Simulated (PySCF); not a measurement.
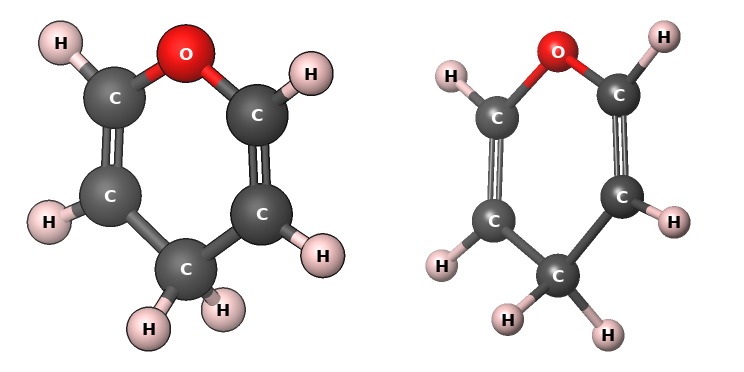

The same structure drawn twice, from different directions.

Question: Which formula does it have?

Answer: C5H6O, 12 atoms: 5 carbon, 6 hydrogen and 1 oxygen.

Question: How many sets of symmetry-equivalent atoms are there?

Answer: 7: 2 C, 2 C, 1 O, 1 C, 2 H, 2 H, 2 H.

More results for the same structure follow; atom numbers are the same in all pictures, views and colours differ. The computed structure is the end point of a PBE0-D3(BJ)/def2-SVP optimisation. No frequency run is at hand to confirm it as a minimum.

### Geometry

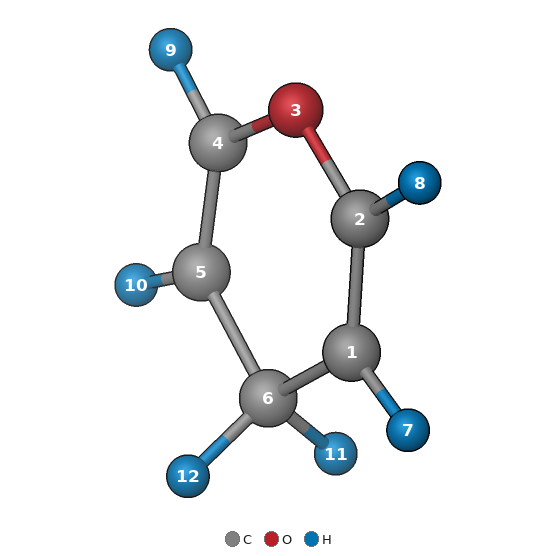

Atoms carry their numbers in the input. No frequency run is at hand to confirm it as a minimum.

Give these bond angles: C2–O3–C4, C1–C2–O3, O3–C2–H8, C1–C2–H8, C2–C1–C6, C2–C1–H7, C6–C1–H7, C1–C6–C5, C1–C6–H11.

| angle | degrees |
| --- | --- |
| C2–O3–C4 | 116.3 |
| C1–C2–O3 | 124.8 |
| O3–C2–H8 | 111.3 |
| C1–C2–H8 | 124.0 |
| C2–C1–C6 | 122.6 |
| C2–C1–H7 | 117.8 |
| C6–C1–H7 | 119.7 |
| C1–C6–C5 | 109.1 |
| C1–C6–H11 | 110.8 |

### NMR shielding

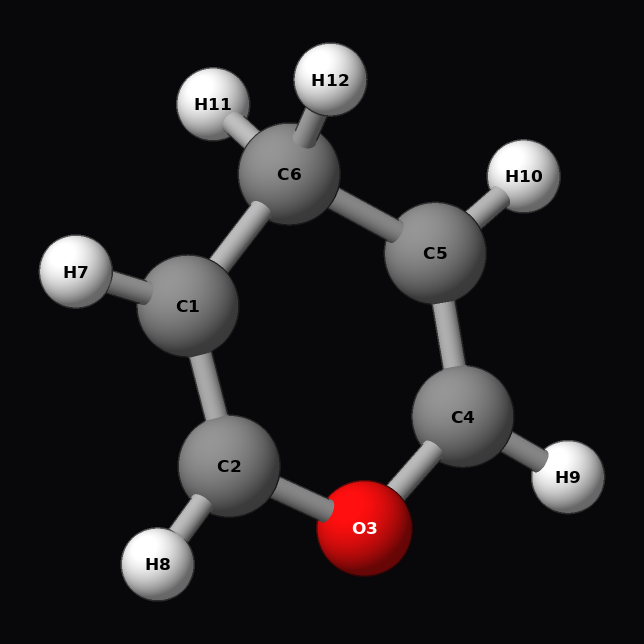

No frequency run is at hand to confirm it as a minimum. Method: GIAO PBE0/pcSseg-1 NMR shielding, non-relativistic, IEF-PCM acetonitrile (PySCF 2.14.0). Principal shieldings σ11 ≤ σ22 ≤ σ33, span Ω = σ33 − σ11, skew κ = 3(σiso − σ22)/Ω.

Give the shielding tensors of the C atoms.

```tsv
atom	σ11	σ22	σ33	σiso	Ω	κ
C1, C5	−24.0	96.2	158.6	77.0	182.6	−0.32
C2, C4	−66.6	69.9	107.6	37.0	174.2	−0.57
C6	144.9	161.0	179.5	161.8	34.6	0.07
```

Shieldings and span in ppm.

### Levels of theory compared

No frequency run is at hand to confirm it as a minimum. Program: PySCF 2.14.0.

Tabulate HOMO energy (eV), dipole (D) at these levels: BHandHLYP/aug-pcX-1 (pcseg-1 on H); PBE0/pcSseg-1 in acetonitrile (IEF-PCM); PBE0/pcSseg-1 in chloroform (IEF-PCM); ωB97X-D/def2-SVPD; ωB97X-D/def2-SVPD in acetonitrile (IEF-PCM); ωB97X-D/def2-SVPD in chloroform (IEF-PCM).

```json
{"level": "BHandHLYP/aug-pcX-1 (pcseg-1 on H)", "HOMO energy (eV)": "−7.12", "dipole (D)": "0.93"}
{"level": "PBE0/pcSseg-1 in acetonitrile (IEF-PCM)", "HOMO energy (eV)": "−6.11", "dipole (D)": "1.20"}
{"level": "PBE0/pcSseg-1 in chloroform (IEF-PCM)", "HOMO energy (eV)": "−6.09", "dipole (D)": "1.09"}
{"level": "ωB97X-D/def2-SVPD", "HOMO energy (eV)": "−7.93", "dipole (D)": "0.92"}
{"level": "ωB97X-D/def2-SVPD in acetonitrile (IEF-PCM)", "HOMO energy (eV)": "−7.95", "dipole (D)": "1.33"}
{"level": "ωB97X-D/def2-SVPD in chloroform (IEF-PCM)", "HOMO energy (eV)": "−7.93", "dipole (D)": "1.21"}
```

### Ring current

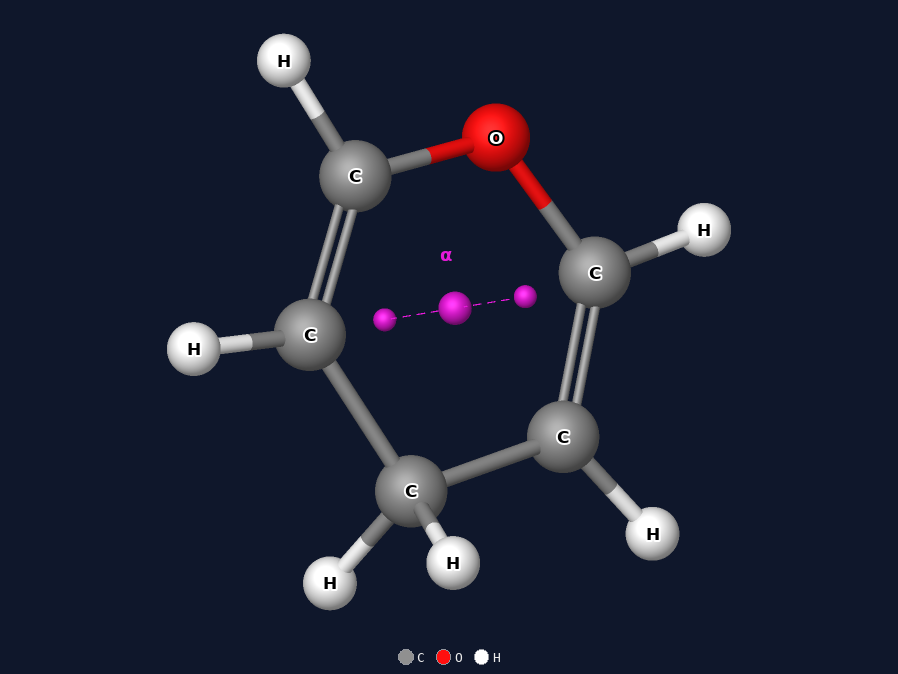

The small points mark where nucleus-independent chemical shifts (NICS) were computed: at the centre of each lettered ring and 1 Å above and below it. No frequency run is at hand to confirm it as a minimum. Level of theory: GIAO PBE0/pcSseg-1 NMR shielding, non-relativistic, IEF-PCM acetonitrile (PySCF 2.14.0).

Give NICS(0), NICS(1) and the out-of-plane component NICS(1)zz for each ring (means of the two sides).

```csv
ring,members,NICS(0),NICS(1),NICS(1)zz
α,C5O,4.3,1.2,8.5
```

Values in ppm.
